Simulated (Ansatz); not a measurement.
**Nudged elastic band, with input and output: GeH$_{5}$O$_{4}$F**

The run: nudged elastic band of GeH$_{5}$O$_{4}$F. Method and program: RKS PBE-D4/def2-SVP (Ansatz 0.2.0).

It belongs to a series of runs on one base structure; here: band between the two ends. Figures and captions count atoms from 1; the log counts them from 0 in places.

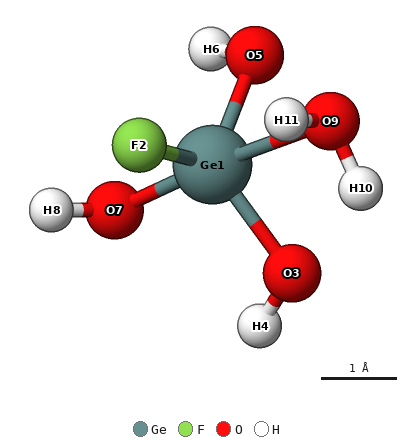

The structure as given in the input (ball-and-stick view, seen at a tilt; atoms are numbered from 1 in the order of the input). Sticks mark near contacts. Bond lengths as drawn: F–Ge 1.78 Å, Ge–O 1.78 to 2.26 Å and H–O 0.98 Å.

Input file:
```yaml
crystal:
  periodic: [false, false, false]
  atoms:
    - { symbol: Ge, position_ang: [-0.023813, 0.080108, 0.118854] }
    - { symbol: F, position_ang: [-0.288581, -0.255692, 1.850408] }
    - { symbol: O, position_ang: [1.677316, -0.179764, -0.406384] }
    - { symbol: H, position_ang: [1.698923, -1.036675, -0.875629] }
    - { symbol: O, position_ang: [-0.976271, 1.404774, -0.583376] }
    - { symbol: H, position_ang: [-1.681495, 0.960589, -1.096261] }
    - { symbol: O, position_ang: [-0.81933, -1.389434, -0.573822] }
    - { symbol: H, position_ang: [-1.174838, -1.924574, 0.160746] }
    - { symbol: O, position_ang: [1.109037, 1.766646, 1.100407] }
    - { symbol: H, position_ang: [1.986293, 1.420694, 0.822077] }
    - { symbol: H, position_ang: [1.005859, 1.457129, 2.02458] }
basis:
  gaussian: { orbitals: def2-SVP }
hamiltonian:
  xc: pbe
  dispersion: d4
neb:
  order_check: false
  images: 5
  f_tol: 0.05
  max_iterations: 60
  final_atoms:
    - { symbol: Ge, position_ang: [0.22544252, 0.32795788, -0.35354572] }
    - { symbol: F, position_ang: [-0.43093932, -0.21701304, 2.69833022] }
    - { symbol: O, position_ang: [1.57695769, -0.0123684, -1.46072985] }
    - { symbol: H, position_ang: [1.78154647, -0.96712625, -1.41211318] }
    - { symbol: O, position_ang: [-0.89992272, 1.5057748, -1.04552057] }
    - { symbol: H, position_ang: [-1.5163982, 1.05949063, -1.65723325] }
    - { symbol: O, position_ang: [-0.49271249, -1.19436441, 0.1880945] }
    - { symbol: H, position_ang: [-0.64927295, -1.09090961, 1.16588603] }
    - { symbol: O, position_ang: [0.8866329, 1.20733794, 1.09804468] }
    - { symbol: H, position_ang: [1.86071713, 1.26150146, 1.04466112] }
    - { symbol: H, position_ang: [0.17104897, 0.42352, 2.27572601] }
  initial_path:
    images:
      - { positions_ang: [[-0.023813, 0.080108, 0.118854], [-0.288581, -0.255692, 1.850408], [1.677316, -0.179764, -0.406384], [1.698923, -1.036675, -0.875629], [-0.976271, 1.404774, -0.583376], [-1.681495, 0.960589, -1.096261], [-0.81933, -1.389434, -0.573822], [-1.174838, -1.924574, 0.160746], [1.109037, 1.766646, 1.100407], [1.986293, 1.420694, 0.822077], [1.005859, 1.457129, 2.02458]] }
      - { positions_ang: [[-0.01557119, 0.05182374, 0.08039446], [-0.19440034, -0.15845206, 1.91128999], [1.6755509, -0.12501371, -0.46429167], [1.79573642, -1.01430401, -0.80927874], [-0.92804424, 1.41214637, -0.5948036], [-1.71716045, 1.03744498, -1.01038958], [-0.8228659, -1.41333119, -0.56909307], [-1.21219648, -1.92021908, 0.18063328], [1.10046931, 1.7264073, 0.94255718], [1.94368783, 1.39513572, 0.94794957], [0.88789414, 1.31216294, 1.92663218]] }
      - { positions_ang: [[-0.00732937, 0.02353948, 0.04193492], [-0.10021968, -0.06121212, 1.97217198], [1.6737858, -0.07026343, -0.52219933], [1.89254984, -0.99193301, -0.74292849], [-0.87981748, 1.41951875, -0.6062312], [-1.7528259, 1.11430095, -0.92451815], [-0.82640181, -1.43722839, -0.56436414], [-1.24955497, -1.91586415, 0.20052056], [1.09190162, 1.6861686, 0.78470736], [1.90108265, 1.36957743, 1.07382215], [0.76992929, 1.16719689, 1.82868436]] }
      - { positions_ang: [[0.00091244, -0.00474478, 0.00347537], [-0.00603902, 0.03602782, 2.03305397], [1.6720207, -0.01551314, -0.580107], [1.98936326, -0.96956202, -0.67657823], [-0.83159071, 1.42689112, -0.61765881], [-1.78849134, 1.19115693, -0.83864673], [-0.82993771, -1.46112558, -0.55963521], [-1.28691345, -1.91150923, 0.22040784], [1.08333393, 1.6459299, 0.62685754], [1.85847748, 1.34401915, 1.19969472], [0.65196443, 1.02223083, 1.73073654]] }
      - { positions_ang: [[0.0757558, 0.10615611, -0.11553166], [-0.14767245, -0.04831913, 2.25481272], [1.64033303, -0.01446489, -0.87364795], [1.920091, -0.9687501, -0.92175655], [-0.85436805, 1.45318568, -0.76027939], [-1.69779363, 1.14726816, -1.1115089], [-0.7175293, -1.37220519, -0.31039197], [-1.07436662, -1.63797602, 0.53556723], [1.01776692, 1.49973258, 0.78391992], [1.85922403, 1.31651325, 1.14801685], [0.49165928, 0.82266055, 1.9123997]] }
      - { positions_ang: [[0.15059916, 0.217057, -0.23453869], [-0.28930589, -0.13266609, 2.47657147], [1.60864536, -0.01341665, -1.1671889], [1.85081873, -0.96793817, -1.16693486], [-0.87714539, 1.47948024, -0.90289998], [-1.60709591, 1.1033794, -1.38437108], [-0.6051209, -1.2832848, -0.06114873], [-0.86181979, -1.36444282, 0.85072663], [0.95219991, 1.35353526, 0.9409823], [1.85997058, 1.28900735, 1.09633899], [0.33135413, 0.62309028, 2.09406286]] }
      - { positions_ang: [[0.22544252, 0.32795788, -0.35354572], [-0.43093932, -0.21701304, 2.69833022], [1.57695769, -0.0123684, -1.46072985], [1.78154647, -0.96712625, -1.41211318], [-0.89992272, 1.5057748, -1.04552057], [-1.5163982, 1.05949063, -1.65723325], [-0.49271249, -1.19436441, 0.1880945], [-0.64927295, -1.09090961, 1.16588603], [0.8866329, 1.20733794, 1.09804468], [1.86071713, 1.26150146, 1.04466112], [0.17104897, 0.42352, 2.27572601]] }
```

Machine: 4 threads of Arm Neoverse V1, 24 GiB of memory available, shared host.

Launched with:
```bash
ansatz run input.yaml --threads 4 --pin off --max-ram 5120MiB --backend cpu --events-out ev --progress --plain --runs-dir out
```

What the program printed:
```
Engine: ansatz 0.2.0, aarch64-unknown-linux-gnu
Functional definition: PBE
  parameter kappa = 0.804
  parameter beta = 0.06672455060314922
  exchange = pbe_x(kappa = kappa, mu = beta*pi^2/3)
  correlation = pbe_c(beta = beta)
1361 factors; their error is unknown
mean field evaluation 1: about -67454.3839 eV, gradient 1.1e2 eV
mean field evaluation 2: about -67398.8322 eV, gradient 2.0e2 eV
mean field evaluation 4: about -67472.2480 eV, gradient 1.5e1 eV
mean field evaluation 8: about -67472.6094 eV, gradient 1.1e-1 eV
mean field evaluation 16: about -67472.5423 eV, gradient 9.2e-4 eV
mean field -67472.54227403 eV, -2479.5701940388 hartree, gradient 2.6e-5 eV, S^2 0.000000; 0 other end points of the search recorded, 0 dependent functions left out
the calculation of the forces begins
reference -67472.54230810 eV, -2479.5701952910 hartree; 39, 39 occupied and 88, 88 virtual orbitals, 1361 factors
1361 factors; their error is unknown
mean field evaluation 32: about -67472.3844 eV, gradient 8.6e-3 eV
mean field -67472.38438906 eV, -2479.5643918733 hartree, gradient 3.9e-5 eV, S^2 0.000000; 0 other end points of the search recorded, 0 dependent functions left out
[... from here on the field's lines of each further geometry are left out, up to the last ...]
NEB iter   1: max|band force component| = 6.057e0 eV/Å  barrier→ = 3.0942 eV  barrier← = 2.9362 eV  Δτ_max = 0.2000 Å  (205 SCF iters)
NEB iter   2: max|band force component| = 3.541e0 eV/Å  barrier→ = 1.4075 eV  barrier← = 1.2495 eV  Δτ_max = 0.2000 Å  (168 SCF iters)
NEB iter   3: max|band force component| = 1.612e0 eV/Å  barrier→ = 0.8648 eV  barrier← = 0.7068 eV  Δτ_max = 0.2000 Å  (162 SCF iters)
NEB iter   4: max|band force component| = 6.570e-1 eV/Å  barrier→ = 0.7729 eV  barrier← = 0.6149 eV  Δτ_max = 0.1992 Å  (154 SCF iters)
NEB iter   5: max|band force component| = 5.534e-1 eV/Å  barrier→ = 0.7524 eV  barrier← = 0.5944 eV  Δτ_max = 0.1007 Å  (158 SCF iters)
NEB iter   6: max|band force component| = 5.057e-1 eV/Å  barrier→ = 0.7211 eV  barrier← = 0.5630 eV  CI = image 3  Δτ_max = 0.1001 Å  (147 SCF iters)
NEB iter   7: max|band force component| = 1.593e-1 eV/Å  barrier→ = 0.6844 eV  barrier← = 0.5263 eV  CI = image 3  Δτ_max = 0.0796 Å  (145 SCF iters)
NEB iter   8: max|band force component| = 1.007e-1 eV/Å  barrier→ = 0.6793 eV  barrier← = 0.5213 eV  CI = image 3  Δτ_max = 0.0542 Å  (144 SCF iters)
NEB iter   9: max|band force component| = 1.104e-1 eV/Å  barrier→ = 0.6780 eV  barrier← = 0.5200 eV  CI = image 3  Δτ_max = 0.0219 Å  (146 SCF iters)
NEB iter  10: max|band force component| = 8.011e-2 eV/Å  barrier→ = 0.6776 eV  barrier← = 0.5196 eV  CI = image 3  Δτ_max = 0.0103 Å  (145 SCF iters)
the calculation of the forces begins
reference -67472.37228044 eV, -2479.5639468897 hartree; 39, 39 occupied and 88, 88 virtual orbitals, 1361 factors
1361 factors; their error is unknown
mean field -67471.86492987 eV, -2479.5453021002 hartree, gradient 1.6e-5 eV, S^2 0.000000; 1 other end points of the search recorded, 0 dependent functions left out
the calculation of the forces begins
reference -67471.86496203 eV, -2479.5453032819 hartree; 39, 39 occupied and 88, 88 virtual orbitals, 1361 factors
NEB iter  11: max|band force component| = 2.354e-2 eV/Å  barrier→ = 0.6775 eV  barrier← = 0.5195 eV  CI = image 3  Δτ_max = 0.0000 Å  (299 SCF iters)
```

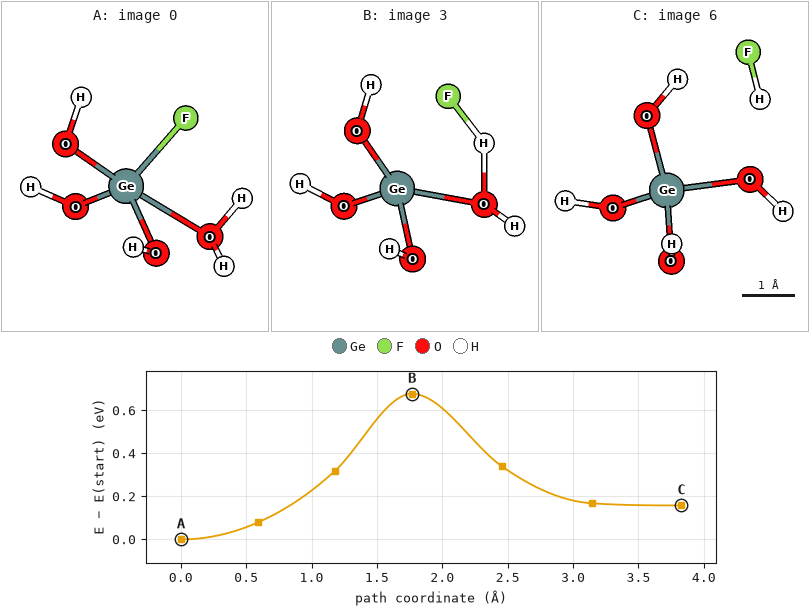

Images of the last band (counted from 0; ball-and-stick, seen at a tilt) above the energy along the path; the line is a cubic interpolation that uses the forces. The highest image is number 3, 0.678 eV above the start and 0.519 eV above the end (the climbing image); the end lies 0.158 eV above the start. The path is 3.83 Å long. The band converged in 11 iterations.

```
Total energy: -67472.08151723 eV, -2479.5532615388 hartree
Atom 0 at     0.192072     0.242439    -0.065062 Å, force     0.011538    -0.004624     0.003261 eV/Å
Atom 1 at    -0.565697     0.141422     1.962937 Å, force     0.009389     0.009287    -0.005332 eV/Å
Atom 2 at     1.732111    -0.025735    -0.945702 Å, force    -0.009089     0.001328     0.001889 eV/Å
Atom 3 at     1.698453    -0.926072    -1.323360 Å, force     0.003780    -0.001412    -0.002139 eV/Å
Atom 4 at    -0.901357     1.441177    -0.778698 Å, force     0.011614     0.006822     0.006763 eV/Å
Atom 5 at    -1.662800     0.965086    -1.161861 Å, force    -0.011290    -0.005869    -0.005898 eV/Å
Atom 6 at    -0.483578    -1.418666    -0.156430 Å, force     0.005604     0.005894    -0.010852 eV/Å
Atom 7 at    -0.981461    -1.563087     0.672737 Å, force    -0.009120    -0.005403     0.011607 eV/Å
Atom 8 at     1.097802     1.419014     1.176118 Å, force    -0.014291    -0.000202     0.003288 eV/Å
Atom 9 at     2.037095     1.147358     1.216247 Å, force     0.007802    -0.000659    -0.002420 eV/Å
Atom 10 at     0.350459     0.880863     1.944676 Å, force    -0.005937    -0.005162    -0.000168 eV/Å
Dipole moment:     0.116880    -0.329604     0.097487 e Å
this run last wrote the band of iteration 11 to [file]
```

The last band as extended XYZ (Å, eV, eV/Å):
```
11
Properties=species:S:1:pos:R:3:forces:R:3 image=0 energy=-67472.75899
Ge   -0.0238    0.0801    0.1189   -0.0044  -0.0224   0.0081
F    -0.2886   -0.2557    1.8504   -0.0012   0.0016  -0.0077
O     1.6773   -0.1798   -0.4064    0.0045   0.0082   0.0085
H     1.6989   -1.0367   -0.8756   -0.0055  -0.0022  -0.0010
O    -0.9763    1.4048   -0.5834   -0.0001   0.0216   0.0021
H    -1.6815    0.9606   -1.0963   -0.0001  -0.0126   0.0026
O    -0.8193   -1.3894   -0.5738    0.0026   0.0093  -0.0061
H    -1.1748   -1.9246    0.1607   -0.0006  -0.0032   0.0051
O     1.1090    1.7666    1.1004    0.0064   0.0021  -0.0097
H     1.9863    1.4207    0.8221    0.0047   0.0045   0.0018
H     1.0059    1.4571    2.0246   -0.0064  -0.0069  -0.0037
11
Properties=species:S:1:pos:R:3:forces:R:3 image=1 energy=-67472.67999
Ge    0.0140    0.1115    0.0600   -0.0271  -0.0217   0.0191
F    -0.3678   -0.1303    1.8147    0.0611  -0.0671   0.0076
O     1.6821   -0.1184   -0.5723   -0.0013  -0.0338   0.0914
H     1.6739   -0.9608   -1.0693    0.0075  -0.0228   0.0727
O    -0.9440    1.4081   -0.6850   -0.0105  -0.0020   0.0316
H    -1.6890    0.9642   -1.1369    0.0024   0.0014   0.0051
O    -0.7414   -1.4525   -0.4317   -0.0663   0.0166  -0.0815
H    -1.0965   -1.8281    0.3985   -0.0334  -0.0622  -0.0908
O     1.1409    1.6875    1.1384   -0.0035   0.0612  -0.0233
H     2.0340    1.2941    1.0315   -0.0044   0.0451  -0.0640
H     0.8071    1.3286    1.9936    0.0754   0.0852   0.0321
11
Properties=species:S:1:pos:R:3:forces:R:3 image=2 energy=-67472.44017
Ge    0.0724    0.1576    0.0130   -0.1163  -0.0828   0.0862
F    -0.5143    0.0178    1.8006    0.0501  -0.1375  -0.1688
O     1.6903   -0.0505   -0.7598   -0.0442  -0.0251   0.1936
H     1.6735   -0.9149   -1.2189   -0.0164   0.0236   0.1039
O    -0.9127    1.4175   -0.7589   -0.0052  -0.0145   0.0283
H    -1.6813    0.9682   -1.1610   -0.0164   0.0145  -0.0022
O    -0.5994   -1.4865   -0.2725   -0.1177  -0.0678  -0.1456
H    -1.0302   -1.6904    0.5828   -0.0545  -0.1373  -0.1099
O     1.1374    1.5597    1.1834    0.0303   0.1356   0.0325
H     2.0447    1.1881    1.1851   -0.0047   0.0353  -0.0194
H     0.6326    1.1372    1.9477    0.2951   0.2559   0.0012
11
Properties=species:S:1:pos:R:3:forces:R:3 image=3 energy=-67472.08149
Ge    0.1921    0.2424   -0.0651    0.0115  -0.0046   0.0033
F    -0.5657    0.1414    1.9629    0.0094   0.0093  -0.0053
O     1.7321   -0.0257   -0.9457   -0.0091   0.0013   0.0019
H     1.6985   -0.9261   -1.3234    0.0038  -0.0014  -0.0021
O    -0.9014    1.4412   -0.7787    0.0116   0.0068   0.0068
H    -1.6628    0.9651   -1.1619   -0.0113  -0.0059  -0.0059
O    -0.4836   -1.4187   -0.1564    0.0056   0.0059  -0.0109
H    -0.9815   -1.5631    0.6727   -0.0091  -0.0054   0.0116
O     1.0978    1.4190    1.1761   -0.0143  -0.0002   0.0033
H     2.0371    1.1474    1.2162    0.0078  -0.0007  -0.0024
H     0.3505    0.8809    1.9447   -0.0059  -0.0052  -0.0002
11
Properties=species:S:1:pos:R:3:forces:R:3 image=4 energy=-67472.41849
Ge    0.3050    0.3009   -0.2164    0.0965   0.0524  -0.1134
F    -0.6958    0.1629    2.2642   -0.0831   0.0205   0.1929
O     1.7530   -0.0058   -1.2044    0.0069   0.0144  -0.1486
H     1.7387   -0.9535   -1.4401    0.0403  -0.0196  -0.0712
O    -0.9004    1.4401   -0.8354    0.0179   0.0098  -0.0426
H    -1.6673    0.9379   -1.1721    0.0132  -0.0038  -0.0225
O    -0.3733   -1.3385   -0.0216    0.0724   0.0544   0.0743
H    -0.8695   -1.3763    0.8224    0.0538   0.1333   0.0992
O     1.0749    1.2964    1.1168   -0.0192  -0.1106  -0.0400
H     2.0373    1.1243    1.1260   -0.0021  -0.0220  -0.0385
H     0.1104    0.7154    2.1023   -0.1966  -0.1288   0.1105
11
Properties=species:S:1:pos:R:3:forces:R:3 image=5 energy=-67472.59083
Ge    0.3125    0.3120   -0.3403    0.0001   0.0014  -0.0095
F    -0.7006    0.0133    2.5182   -0.0055  -0.0169   0.0190
O     1.6785    0.0243   -1.4404   -0.0002   0.0002  -0.0236
H     1.7949   -0.9401   -1.5445    0.0045   0.0000  -0.0026
O    -0.8769    1.4602   -0.9727    0.0014   0.0044  -0.0052
H    -1.6469    0.9681   -1.3168    0.0064   0.0028  -0.0201
O    -0.3708   -1.2516    0.1396    0.0021   0.0091   0.0114
H    -0.6791   -1.1226    1.0732    0.0087   0.0176   0.0216
O     0.9933    1.1931    1.0997   -0.0100  -0.0042   0.0022
H     1.9644    1.0918    1.1307   -0.0046  -0.0057  -0.0023
H     0.0439    0.5553    2.1947   -0.0031  -0.0088   0.0091
11
Properties=species:S:1:pos:R:3:forces:R:3 image=6 energy=-67472.60096
Ge    0.2254    0.3280   -0.3535    0.0023   0.0041  -0.0023
F    -0.4309   -0.2170    2.6983   -0.0007   0.0006   0.0010
O     1.5770   -0.0124   -1.4607   -0.0041  -0.0166   0.0045
H     1.7815   -0.9671   -1.4121   -0.0004   0.0140  -0.0024
O    -0.8999    1.5058   -1.0455   -0.0022  -0.0062  -0.0005
H    -1.5164    1.0595   -1.6572    0.0040   0.0043   0.0017
O    -0.4927   -1.1944    0.1881   -0.0027   0.0071   0.0212
H    -0.6493   -1.0909    1.1659    0.0029  -0.0066  -0.0195
O     0.8866    1.2073    1.0980    0.0160  -0.0022  -0.0085
H     1.8607    1.2615    1.0447   -0.0164   0.0023   0.0062
H     0.1710    0.4235    2.2757    0.0013  -0.0010  -0.0014
```

Results in brief:

```tsv
quantity	value
outcome	converged
barrier, forward	0.677 eV
barrier, backward	0.519 eV
wall time	86 s (CPU time 5.4 min)
peak memory	0.2 GiB
```

Notes:

The order of the saddle point was not checked.
